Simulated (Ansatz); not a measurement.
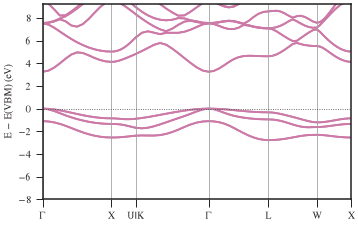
*Band structure from the program Ansatz at the PBEsol with spin–orbit coupling level (PAW)*

Problem. Read off the gap and where the band edges lie.

Solution. About 3.3 eV (3.25 eV by a search for the band edges); maximum at Γ, minimum at Γ.

The material is NaI (rock salt, Fm-3m).

Symmetry was held in the PBEsol relaxation.

Potentials: the later of the program's two PAW sets.
